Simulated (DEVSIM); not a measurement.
System: InP/In0.53Ga0.47As p-n heterojunction, at 250 K.

```csv
layer (left to right),material,thickness (μm),Nd (cm⁻³),Na (cm⁻³),τn (s),τp (s)
1,InP,1.40,-,1e16,2.6e-8,2.6e-9
2,In0.53Ga0.47As,1.20,5.1e15,-,2.6e-9,2.6e-9
```

Left contact: ohmic. Right contact: ohmic. Voltage is applied to the left contact. Recombination: SRH at mid-gap, radiative. Mobility is constant in doping.

Constants are typed, rounded textbook-type inputs, not results; the design itself was drawn at random and stands for no fabricated device. Values at 300 K; Nc and Nv go as T^1.5, mobilities as T to minus their exponent, the gap by Varshni's rule with the affinity fixed.

```
parameter              InP  In0.53Ga0.47As
----------------  --------  --------------
gap (eV)             1.344            0.74
affinity (eV)         4.38            4.51
permittivity          12.5            13.9
Nc (cm⁻³)           5.7e17          2.1e17
Nv (cm⁻³)           1.1e19          7.7e18
μn (cm²/Vs)           5200           12000
μp (cm²/Vs)            170             300
T exponent of μn         2             1.6
T exponent of μp         2             1.6
B (cm³/s)          1.2e-10         9.6e-11
Varshni α (eV/K)  0.000363         0.00035
Varshni β (K)          162             190
```

DEVSIM, 1D drift-diffusion, Boltzmann statistics, complete ionisation; no tunnelling, impact ionisation, image-force lowering or self-heating. Band offsets follow the typed affinities; no thermionic-emission limit at abrupt steps, no polarisation charge.

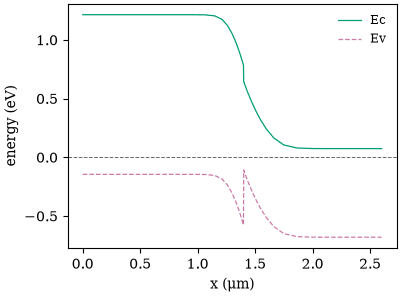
Figure: Band edges at zero bias

Energies count from the Fermi level of the right contact; mesh points crowd at the junctions.

| x (μm) | Ec (eV) | Ev (eV) | n (cm⁻³) | p (cm⁻³) | field (V/cm) |
|---|---|---|---|---|---|
| 0.000 | 1.215 | -0.145 | < 1e2 | 1.0e16 | ≈ 0 |
| 0.006491 | 1.215 | -0.145 | < 1e2 | 1.0e16 | ≈ 0 |
| 0.02170 | 1.215 | -0.145 | < 1e2 | 1.0e16 | ≈ 0 |
| 0.05732 | 1.215 | -0.145 | < 1e2 | 1.0e16 | ≈ 0 |
| 0.1965 | 1.215 | -0.145 | < 1e2 | 1.0e16 | ≈ 0 |
| 0.4669 | 1.215 | -0.145 | < 1e2 | 1.0e16 | ≈ 0 |
| 0.9536 | 1.215 | -0.145 | < 1e2 | 1.0e16 | -18 |
| 1.260 | 1.122 | -0.238 | < 1e2 | 1.3e14 | -14000 |
| 1.343 | 0.952 | -0.407 | < 1e2 | 5.2e10 | -26000 |
| 1.378 | 0.850 | -0.510 | < 1e2 | 4.4e8 | -32000 |
| 1.394 | 0.800 | -0.560 | < 1e2 | 4.4e7 | -34000 |
| 1.402 | 0.642 | -0.112 | 18000 | 3.2e16 | -30000 |
| 1.411 | 0.617 | -0.138 | 59000 | 9.8e15 | -27000 |
| 1.432 | 0.562 | -0.192 | 740000 | 7.8e14 | -25000 |
| 1.509 | 0.390 | -0.365 | 2.2e9 | 2.6e11 | -20000 |
| 1.662 | 0.165 | -0.589 | 7.4e13 | 7800000 | -9700 |
| 2.000 | 0.075 | -0.680 | 5.0e15 | 120000 | -86 |
| 2.346 | 0.074 | -0.680 | 5.1e15 | 110000 | ≈ 0 |
| 2.525 | 0.074 | -0.680 | 5.1e15 | 110000 | ≈ 0 |
| 2.571 | 0.074 | -0.680 | 5.1e15 | 110000 | ≈ 0 |
| 2.590 | 0.074 | -0.680 | 5.1e15 | 110000 | ≈ 0 |
| 2.600 | 0.074 | -0.680 | 5.1e15 | 110000 | ≈ 0 |
